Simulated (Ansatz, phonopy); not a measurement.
# W (Tungsten, Im-3m): phonons against volume, part 3 of 3

Wanted: mode Grüneisen parameters of W (Tungsten) and a free-energy fit over volumes.

Ansatz 0.2.0; DFT LDA, scalar-relativistic, plane waves, PAW; PAW set soft_1.

So far. Step 11 (Single point at a scaled cell, V/V0 1.03): The run ends at a pressure of -9.36 GPa. Step 12 (Phonons, V/V0 1.03): No mode is imaginary beyond numerical noise at the solved wavevectors.

## 13. A cell at another volume, V/V0 0.97

Symmetry fixes every atom, so a single point at the scaled cell gives the energy and pressure of this member.

File input.yaml:

```yaml
crystal:
  lattice:
    - [-1.5520429056, 1.5520429056, 1.5520429056]
    - [1.5520429056, -1.5520429056, 1.5520429056]
    - [1.5520429056, 1.5520429056, -1.5520429056]
  atoms:
    - { symbol: W, position: [0.0, 0.0, 0.0] }
kpoints:
  mp_grid: { grid: [20, 20, 20] }
hamiltonian:
  xc: lda
  pseudopotentials: { kind: paw, azcp: { folder: soft_1 }, xc_functional: pbe }
scf:
  occupations: { method: methfessel_paxton, width: 0.2 }
  lower_state_search: "off"
output:
  forces: true
  stress: true
  eigenvalues: true
```

The run is started by

```sh
ansatz run input.yaml --threads 8 --pin off --max-ram 16384MiB --backend cpu --events-out ev --progress --plain --runs-dir out
```

Numbers of over 12 decimals in the logs are rounded to 6 here.

What it wrote:

```text
[...]
Crystal: 1 atoms, lattice volume = 14.954 Å³
Basis set: ecut = 420 eV, 321 PW (Γ)
Bands: 11, of which v1, the nominal top of the filled ones, is band 7 counted from 1 (6 counted from 0)
Symmetry: 48 space group operations
[...]
k-points: 256 of 8000
[...]
--- Band table (eV; the first three rows and the last of 256) ---
  k-point 0: bands = [... 3 lower, -13.9449, 13.6625, 22.1992, 22.1992, 22.1992, 25.8911, 25.8911, 38.3055]
  k-point 1: bands = [... 3 lower, -13.9452, 13.7940, 22.1189, 22.1832, 22.3266, 25.7570, 25.8919, 38.4200]
  k-point 2: bands = [... 3 lower, -13.9460, 14.1755, 21.8937, 22.1153, 22.7053, 25.4531, 25.8995, 38.7238]
  k-point 255: bands = [... 3 lower, -15.0334, 17.2455, 17.2455, 29.1426, 29.1426, 29.1426, 32.3869, 32.3869]
[key lines of the parts left out:]
SCF converged after 6 iterations
Free energy (F): -10130.674168 eV
Fermi energy:    23.651990 eV
P = ⅓ Tr σ = 10.9000 GPa (109.000 kbar)
```

Elapsed: 0.57 s, on 8 threads of Arm Neoverse V1, shared host; peak memory 0.31 GiB; 2.8 s of CPU time.

The run ends at a pressure of 10.90 GPa.

## 14. Phonons, V/V0 0.97

Phonons at this volume give one point of F(V, T); meshes stay fixed along the series.

Edit input.yaml of step 13 so:

```diff
@@ -16,4 +16,11 @@
 output:
-  forces: true
-  stress: true
   eigenvalues: true
+phonons:
+  method: dfpt
+  qmesh: [4, 4, 4]
+  temperatures: { t_max: 1000, t_step: 50 }
+  qpath:
+    path:
+      - [[0.0, 0.0, 0.0], [0.5, -0.5, 0.5], [0.0, 0.0, 0.5], [0.0, 0.0, 0.0], [0.25, 0.25, 0.25], [0.5, -0.5, 0.5]]
+      - [[0.25, 0.25, 0.25], [0.0, 0.0, 0.5]]
+    npoints: 10
```

What it wrote:

```text
[...]
Crystal: 1 atoms, lattice volume = 14.954 Å³
Basis set: ecut = 420 eV, 321 PW (Γ), exchange–correlation on 36×36×36 points (8 copies of the dense FFT grid, shifted against one another)
Bands: 11, of which v1, the nominal top of the filled ones, is band 7 counted from 1 (6 counted from 0)
Symmetry: 48 space group operations
k-points: 256 of 8000
[...]
k-point 255: bands = [... 3 lower, -15.0334, 17.2455, 17.2455, 29.1426, 29.1426, 29.1426, 32.3869, 32.3869]
[...]
ASR residual: 4.515e-5 → 0.000e0 eV/Å²; symmetrization residual: 7.355e-13 eV/Å²
  ASR residual per site (eV/Å²): 4.51e-5
  Γ frequencies (cm⁻¹): 0.00 0.00 0.00
--- Phonons (arbitrary-q DFPT): 8 irreducible q on the 4×4×4 mesh ---
[...]
interpolated dispersion: 62 rows × 3 modes
[...]
[key lines of the parts left out:]
SCF converged after 7 iterations
Free energy (F): -10130.674168 eV
Fermi energy:    23.651989 eV
```

It took 64 s on 8 threads; peak memory 3.2 GiB; 7.5 min of CPU time.

No LO-TO term. The phonon branches at the labelled points (cm⁻¹):

```csv
point,branch 1,branch 2,branch 3
Γ,0,0,0
H,200,200,200
N,148,153,242
Γ,0,0,0
P,191,191,191
H,200,200,200
jump to P,191,191,191
N,148,153,242
```

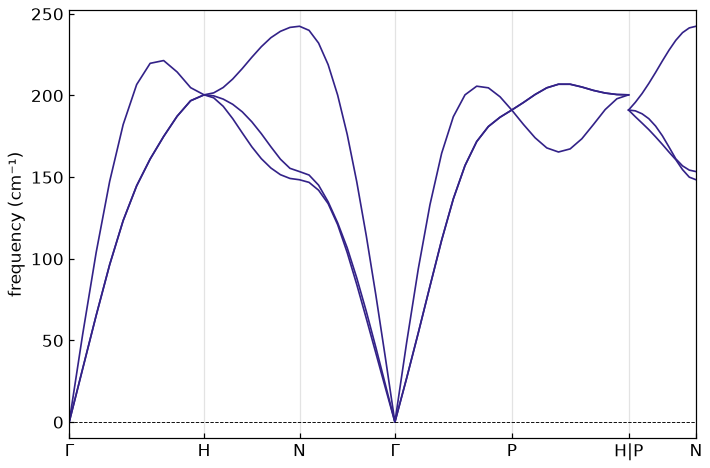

Phonon branches along the path.

No mode is imaginary beyond numerical noise at the solved wavevectors.

## 15. Single point at a scaled cell, V/V0 1.05

Symmetry fixes every atom, so a single point at the scaled cell gives the energy and pressure of this member.

The cell differs from the one that the last finished run ended in (a 2.688 → 2.760 Å, b 2.688 → 2.760 Å, c 2.688 → 2.760 Å).

input.yaml, the sections that differ from step 14:

```yaml
crystal:
  lattice:
    - [-1.5935887111, 1.5935887111, 1.5935887111]
    - [1.5935887111, -1.5935887111, 1.5935887111]
    - [1.5935887111, 1.5935887111, -1.5935887111]
  atoms:
    - { symbol: W, position: [0.0, 0.0, 0.0] }
output:
  forces: true
  stress: true
  eigenvalues: true
# kpoints, hamiltonian, scf: as in step 14
# phonons: removed
```

What it wrote:

```text
[...]
Crystal: 1 atoms, lattice volume = 16.188 Å³
Basis set: ecut = 420 eV, 321 PW (Γ)
Bands: 11, of which v1, the nominal top of the filled ones, is band 7 counted from 1 (6 counted from 0)
Symmetry: 48 space group operations
[...]
k-points: 256 of 8000
[...]
--- Band table (eV; the first three rows and the last of 256) ---
  k-point 0: bands = [... 3 lower, -16.2004, 12.0579, 20.3053, 20.3053, 20.3053, 23.6663, 23.6663, 36.0915]
  k-point 1: bands = [... 3 lower, -16.2005, 12.1770, 20.2343, 20.2913, 20.4197, 23.5518, 23.6678, 36.1916]
  k-point 2: bands = [... 3 lower, -16.2009, 12.5239, 20.0348, 20.2316, 20.7599, 23.2881, 23.6767, 36.4522]
  k-point 255: bands = [... 3 lower, -17.0510, 15.8606, 15.8606, 26.5224, 26.5224, 26.5224, 29.6892, 29.6892]
[key lines of the parts left out:]
SCF converged after 6 iterations
Free energy (F): -10130.652249 eV
Fermi energy:    21.585757 eV
P = ⅓ Tr σ = -14.8559 GPa (-148.559 kbar)
```

Run time: 0.59 s. Hardware: 8 threads; peak memory 0.31 GiB; 2.9 s of CPU time.

The run ends at a pressure of -14.86 GPa.

## 16. Lattice dynamics at this volume, V/V0 1.05

Phonons at this volume give one point of F(V, T); meshes stay fixed along the series.

Edit input.yaml of step 15 so:

```diff
@@ -16,4 +16,11 @@
 output:
-  forces: true
-  stress: true
   eigenvalues: true
+phonons:
+  method: dfpt
+  qmesh: [4, 4, 4]
+  temperatures: { t_max: 1000, t_step: 50 }
+  qpath:
+    path:
+      - [[0.0, 0.0, 0.0], [0.5, -0.5, 0.5], [0.0, 0.0, 0.5], [0.0, 0.0, 0.0], [0.25, 0.25, 0.25], [0.5, -0.5, 0.5]]
+      - [[0.25, 0.25, 0.25], [0.0, 0.0, 0.5]]
+    npoints: 10
```

What it wrote:

```text
[...]
Crystal: 1 atoms, lattice volume = 16.188 Å³
Basis set: ecut = 420 eV, 321 PW (Γ), exchange–correlation on 40×40×40 points (8 copies of the dense FFT grid, shifted against one another)
Bands: 11, of which v1, the nominal top of the filled ones, is band 7 counted from 1 (6 counted from 0)
Symmetry: 48 space group operations
k-points: 256 of 8000
[...]
k-point 255: bands = [... 3 lower, -17.0510, 15.8606, 15.8606, 26.5224, 26.5224, 26.5224, 29.6892, 29.6892]
[...]
ASR residual: 3.096e-5 → 0.000e0 eV/Å²; symmetrization residual: 8.337e-13 eV/Å²
  ASR residual per site (eV/Å²): 3.10e-5
  Γ frequencies (cm⁻¹): 0.00 0.00 0.00
--- Phonons (arbitrary-q DFPT): 8 irreducible q on the 4×4×4 mesh ---
[...]
interpolated dispersion: 62 rows × 3 modes
[...]
[key lines of the parts left out:]
SCF converged after 7 iterations
Free energy (F): -10130.652249 eV
Fermi energy:    21.585748 eV
```

The job ended after 67 s (8 threads; peak memory 3.3 GiB).

No mode is imaginary beyond numerical noise at the solved wavevectors.

## 17. Mode Grüneisen parameters

This step: DFT LDA, scalar-relativistic, plane waves, PAW; PAW set soft_1 (phonopy 4.10.0).

Numbers from this step:

* share of modes with a negative Grüneisen parameter: 0

Mean Grüneisen, by row:

```csv
T (K),heat-capacity-weighted mean,root mean square
50,1.504,1.548
100,1.598,1.642
200,1.629,1.673
300,1.636,1.679
500,1.639,1.683
800,1.64,1.684
```

Mean mode Grueneisen parameter against wavenumber:

```csv
wavenumber (cm⁻¹),mean mode Grueneisen parameter
3.8,-
18.9,1.02
26.5,1.23
41.7,1.05
56.8,1.16
72.0,1.19
79.6,1.22
94.7,1.35
109.9,1.35
117.5,1.36
132.6,1.48
147.8,1.5
155.4,1.42
170.5,1.6
185.7,1.9
200.8,2.03
208.4,1.94
223.6,2.14
```

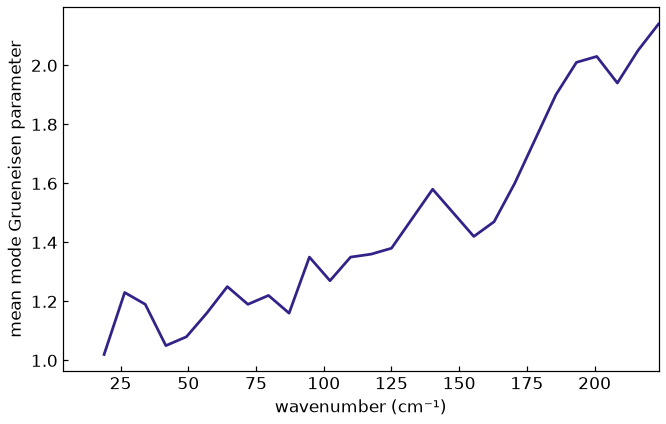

Mean mode Grueneisen parameter against wavenumber.

Volume series, by row:

```csv
V/V0,V (Å³/atom),pressure (GPa),E - E0 (meV/atom),gap (eV),zero-point energy (meV/atom),lowest on the path (cm⁻¹),highest at Gamma without the LO-TO term (cm⁻¹)
0.97,14.95,10.9,15.4,0,31.82,0,-
0.985,15.19,5.243,3.764,0,31.05,0,-
1,15.42,0,0,0,30.27,0,-
1.015,15.65,-4.86,3.527,0,29.51,0,-
1.03,15.88,-9.363,13.81,0,28.75,0,-
1.05,16.19,-14.86,37.17,0,27.73,0,-
```

Grüneisen at points, by row:

```csv
point,branch,frequency (cm⁻¹),mode Grüneisen parameter
H,1,189.3,1.99
N,1,139.5,2.11
N,2,149.4,0.87
N,3,227.7,2.15
P,1,182.2,1.6
```

## 18. Free-energy fit

This step gave:

- volume expansion coefficient at 300 K: 12.74 1e-6/K
- isothermal bulk modulus at 300 K: 329.1 GPa
- C_P at 300 K: 23.85 J/mol-atom/K
- Grüneisen parameter at 300 K: 1.651

The energy (each curve on its own zero) by volume; values in meV/atom:

```csv
volume (Å³/atom),static,F at 0 K,F at 300 K,F at 1300 K
14.954,15.4,17.4,20.6,36.6
15.186,3.76,4.95,6.95,16.9
15.417,0,0.42,1.19,4.92
15.648,3.53,3.18,2.68,0.07
15.880,13.8,12.7,10.9,1.78
16.188,37.2,35.0,31.4,13.4
```

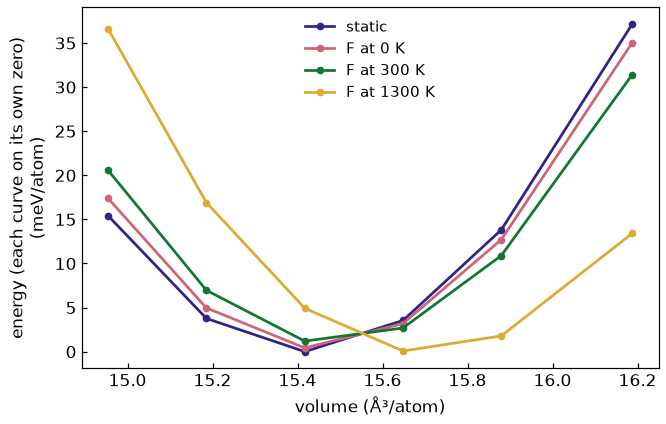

Energy (each curve on its own zero) against volume.

Phonopy-qha, vinet fit of F(V) at each temperature; no electronic free energy. Qha vinet, by row:

```csv
T (K),fitted volume (Å³/atom),alpha_V (1e-6/K),B_T (GPa),C_P (J/mol-atom/K),Grueneisen
100,15.45,8.19,333.7,16.02,1.579
150,15.45,10.67,332.7,20.42,1.622
200,15.46,11.78,331.5,22.32,1.638
250,15.47,12.38,330.3,23.29,1.646
300,15.48,12.74,329.1,23.85,1.651
350,15.49,12.99,327.9,24.2,1.656
400,15.5,13.18,326.7,24.45,1.659
450,15.51,13.33,325.4,24.63,1.663
500,15.52,13.46,324.2,24.76,1.666
550,15.53,13.57,322.9,24.88,1.669
600,15.54,13.67,321.7,24.97,1.672
650,15.56,13.77,320.4,25.05,1.675
700,15.57,13.86,319.1,25.11,1.678
750,15.58,13.95,317.8,25.18,1.681
800,15.59,14.03,316.5,25.23,1.684
850,15.6,14.12,315.2,25.29,1.687
900,15.61,14.2,313.9,25.34,1.69
950,15.62,14.29,312.6,25.39,1.693
1000,15.63,14.37,311.3,25.44,1.696
1050,15.64,14.45,310,25.48,1.699
1100,15.65,14.54,308.7,25.53,1.702
1150,15.67,14.62,307.3,25.57,1.705
1200,15.68,14.7,306,25.61,1.709
1250,15.69,14.79,304.7,25.66,1.712
```

Volume expansion coefficient, phonopy-qha, Vinet against temperature:

```csv
temperature (K),"volume expansion coefficient, phonopy-qha, Vinet (1e-6/K)"
100,8.19
200,11.8
300,12.7
400,13.2
500,13.5
600,13.7
700,13.9
800,14.0
900,14.2
1000,14.4
1100,14.5
1200,14.7
```

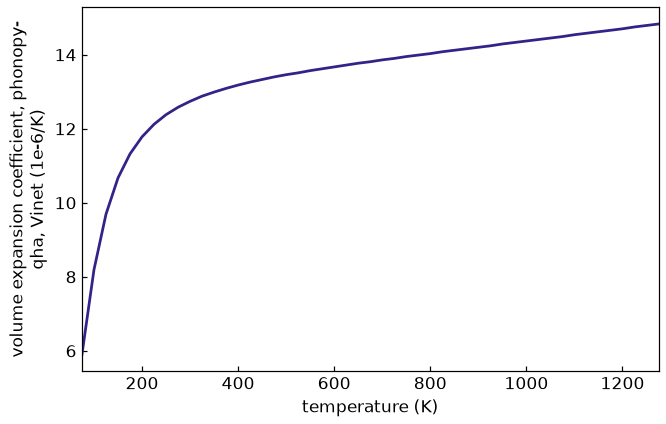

Volume expansion coefficient, phonopy-qha, Vinet, plotted against temperature.

The fit gives a volume expansion of 12.7 × 10⁻⁶/K at 300 K.

## 19. Outcome

* volume expansion coefficient at 300 K: 12.74 1e-6/K
* isothermal bulk modulus at 300 K: 329.1 GPa
* C_P at 300 K: 23.85 J/mol-atom/K
* Grüneisen parameter at 300 K: 1.651
* mean mode Grüneisen parameter at 300 K: 1.64

What this shows: Near room temperature W (Tungsten) expands by 12.7 × 10⁻⁶/K in volume by LDA, with C_P = 23.8 J/(mol K) per mole of atoms and B_T = 329 GPa. C_P at room temperature is 96 % of the classical 3R an atom. The fit leaves out the electrons' free energy, which adds to C_P and to the expansion of a metal at high temperature. The heat-capacity-weighted Grüneisen parameter goes from 1.50 at 50 K to 1.64 at 800 K. Weighting γ by the density of states and each mode's heat capacity at 300 K, modes below 80 cm⁻¹ give about 2 % of the sum of γC that drives the expansion, those up to 150 cm⁻¹ 28 % and the rest 70 %. Among the labelled points γ is largest for branch 3 at N (228 cm⁻¹, 2.1) and smallest for branch 2 at N (149 cm⁻¹, 0.87). The program warned that a few bands missed the eigensolver's threshold in at least one of the runs. The PAW files were made for PBE and are used here under another functional, for which the program regenerates the frozen cores.

[Logs are printed without paths, hosts, clocks, repeated set-up lines and the standing remarks that a program may print on its own settings, such as how far it seeks lower states.]

[Hosts, paths, dates, database ids (printed as entryN), source tags and the programs' standing remarks are cut or masked in the printed files.]

[A step with changed settings may run another functional than the one named; its input shows which.]

[Of the runs on displaced cells, only some may be shown.]
